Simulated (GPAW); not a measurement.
# A Sn chain with one atom pushed aside at constant bond length: a series of junctions, part 2 of 2

Wanted: the trend of the zero-bias conductance over a family of junctions, a Sn chain with one atom pushed aside at constant bond length.

GPAW 26.7.0; GPAW LCAO, PAW setups; Landauer transmission from Green's functions with principal layers (ASE), zero bias.

So far, transmission at the Fermi level (one spin): step 2 (member of the series, offset 0.3 Å) 2.99; step 3 (another cell, offset 0.6 Å) 2.95; step 4 (another cell, offset 0.9 Å) 2.86; step 5 (another cell, offset 1.2 Å) 2.73.

## 6. Side by side (continued)

The runs together. Transmission, zone mean against energy, zero at the Fermi level:

| energy (eV) | 0.3 | 0.6 | 0.9 | 1.2 |
| --- | --- | --- | --- | --- |
| -3.00 | 7.7e-9 | 6.9e-9 | 5.7e-9 | 4.1e-9 |
| -2.02 | 0.999 | 0.991 | 0.948 | 0.803 |
| -0.97 | 0.993 | 0.898 | 0.634 | 0.398 |
| 0.00 | 2.99 | 2.95 | 2.86 | 2.73 |
| 0.97 | 3.00 | 2.99 | 2.95 | 2.83 |
| 2.02 | 3.00 | 2.97 | 2.87 | 2.60 |
| 3.00 | 2.95 | 2.69 | 2.32 | 2.05 |

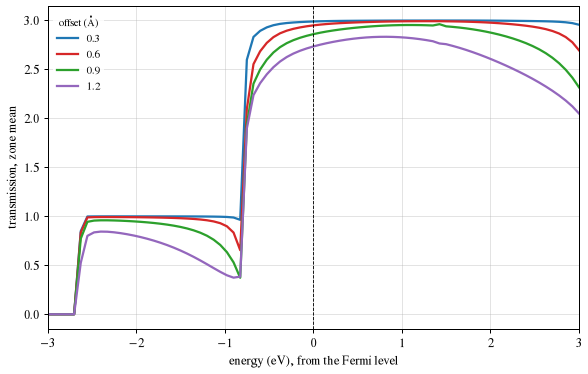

Transmission, zone mean, plotted against energy.

The runs together. Table of current through one cell, from the zero-bias transmission by bias:

| bias (V) | 0.3 (μA) | 0.6 (μA) | 0.9 (μA) | 1.2 (μA) |
| --- | --- | --- | --- | --- |
| 0.100 | 23.1 | 22.8 | 22.1 | 21.2 |
| 0.200 | 46.3 | 45.7 | 44.3 | 42.3 |
| 0.500 | 116 | 114 | 111 | 106 |
| 1.000 | 231 | 227 | 220 | 210 |
| 1.500 | 343 | 334 | 322 | 308 |
| 2.000 | 425 | 411 | 393 | 374 |

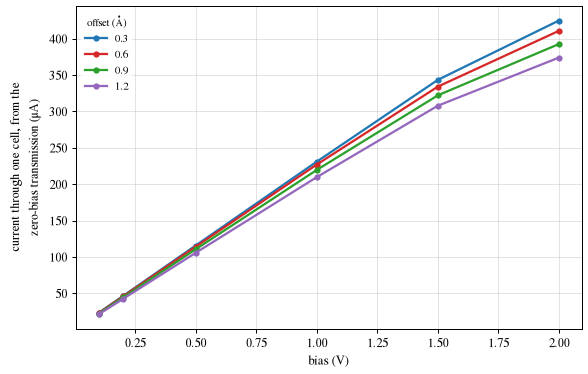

Current through one cell, from the zero-bias transmission against bias.

## 7. A varied run

One more run, with changed settings.

Input file run.py:

```python
import json
import numpy as np
from ase import Atoms
from ase.transport.calculators import TransportCalculator
from gpaw import GPAW, FermiDirac
from gpaw.lcao.tools import get_lcao_hamiltonian
from scipy.linalg import eigh

# The junction with lead layers at both ends, along the third cell vector
device = Atoms(
    ['Sn', 'Sn', 'Sn', 'Sn', 'Sn', 'Sn', 'Sn', 'Sn', 'Sn', 'Sn', 'Sn'],
    positions=[
        [4.50000, 4.50000, 1.37500],
        [4.50000, 4.50000, 4.12500],
        [4.50000, 4.50000, 6.87500],
        [4.50000, 4.50000, 9.62500],
        [4.50000, 4.50000, 12.37500],
        [4.80000, 4.50000, 15.10859],
        [4.50000, 4.50000, 17.84217],
        [4.50000, 4.50000, 20.59217],
        [4.50000, 4.50000, 23.34217],
        [4.50000, 4.50000, 26.09217],
        [4.50000, 4.50000, 28.84217]],
    cell=[[9.0, 0.0, 0.0], [0.0, 9.0, 0.0], [0.0, 0.0, 30.21717]],
    pbc=True)

# One principal layer of the lead: the first 1 atoms of the device
lead = Atoms(
    ['Sn'],
    positions=[
        [4.50000, 4.50000, 1.37500]],
    cell=[[9.0, 0.0, 0.0], [0.0, 9.0, 0.0], [0.0, 0.0, 2.75]],
    pbc=True)

settings = dict(mode='lcao', basis='szp(dzp)', xc='PBE', h=0.2,
                occupations=FermiDirac(0.1), maxiter=50,
                mixer=dict(beta=0.1, nmaxold=8, weight=100.0),
                convergence=dict(density=0.0001))
energies = np.arange(-3, 3 + 1e-9, 0.075)
eta = 0.0001
n1, n2 = 1, 1
# k and -k transmit alike, so half of the mesh across the current serves
mesh = [(i, j) for i in range(n1) for j in range(n2) if (i, j) <= (-i % n1, -j % n2)]
weights = np.array([1 if (i, j) == (-i % n1, -j % n2) else 2 for i, j in mesh]) / (n1 * n2)

# [... helper functions left out ...]
fermi_lead = ground_state(lead, (1, 1, 14), 'lead.txt')
fermi_device = ground_state(device, (1, 1, 3), 'device.txt')
# [... loop over the mesh left out, but for ...]
        # Shift the lead onto the potential of the device's first layer
        shift = ((H[:, 0, 0] - H0[:, 0, 0]) / S0[0, 0]).real.mean()
# [...]
kT = 8.617333e-5 * 200
bias = [0.1, 0.2, 0.5, 1.0, 1.5, 2.0]
# [... integrals and printing left out ...]
```

Run with:

```sh
$ OMP_NUM_THREADS=1 OPENBLAS_NUM_THREADS=1 python run.py
```

The program printed:

```text
basis functions: device 154, principal layer 14
Fermi level: lead -3.1765 eV, device -3.2071 eV; lead shifted by 0.1224 eV
largest coupling past the next layer 5.87e-01 eV, largest misfit of the first layer 0.051 eV
  E-E_F (eV)   T (one spin)  [channel counts left out]
    -3.000    4.6194e-01
    -2.925    4.8778e-01
    -2.850    5.0638e-01
    -2.775    5.2400e-01
    -2.700    5.4332e-01
    -2.625    5.6571e-01
    -2.550    5.9189e-01
    -2.475    6.2222e-01
    -2.400    6.5673e-01
    -2.325    6.9513e-01
    -2.250    7.3672e-01
    -2.175    7.8036e-01
    -2.100    8.2447e-01
    -2.025    8.6711e-01
    -1.950    9.0615e-01
    -1.875    9.3961e-01
[...]
2.475    2.9605e+00
     2.550    2.9451e+00
     2.625    2.9288e+00
     2.700    2.9194e+00
     2.775    2.9229e+00
     2.850    2.9338e+00
     2.925    2.9140e+00
     3.000    2.7649e+00
conductance at 200 K: 2.9636 G0 a cell; thermopower -0.09962 uV/K
current from the zero-bias T(E) at 0.1 V: 22.963 uA
current from the zero-bias T(E) at 0.2 V: 45.935 uA
current from the zero-bias T(E) at 0.5 V: 114.92 uA
current from the zero-bias T(E) at 1.0 V: 228.36 uA
current from the zero-bias T(E) at 1.5 V: 319.05 uA
current from the zero-bias T(E) at 2.0 V: 392.54 uA
```

Wall time 47 s (1 thread of Intel Xeon Platinum 8259CL at 2.50GHz (Skylake/Cascade Lake), shared host); peak memory 0.94 GiB.

The run finished. A setting was moved off its sound value on purpose, so it serves as a test and not as the result.

The fault put into the input: a principal layer that is too short (n_lead = 1 and period = 2.75).

## 8. Summary of results

| Quantity | Value |
| --- | --- |
| conductance, first and last member | 2.99 and 2.73 G₀ |
| largest and smallest | 2.99 and 2.73 G₀ |

In words: As the sideways shift goes from 0.3 to 1.2 Å, the conductance goes from 2.99 to 2.73 G₀. The conductance falls at every step of the series. The geometry was built from estimated bond lengths and not relaxed, so the numbers describe this model structure. Spin-orbit coupling is left out, which matters for the heavy atoms here. An evenly spaced straight chain is an idealisation: free chains tend to dimerise, zigzag or, where a band edge lies near the Fermi level, turn magnetic. The currents use the zero-bias T(E) throughout, which holds only while the bias is small against the distance to the nearest feature. The energy step is wider than the thermal energy, so the conductance and thermopower rest on interpolation of T(E).

[Logs are printed without paths, hosts, clocks, repeated set-up lines and the standing remarks that a program may print on its own settings, such as how far it seeks lower states.]

[Hosts, paths, dates, database ids (printed as entryN), source tags and the programs' standing remarks are cut or masked in the printed files.]
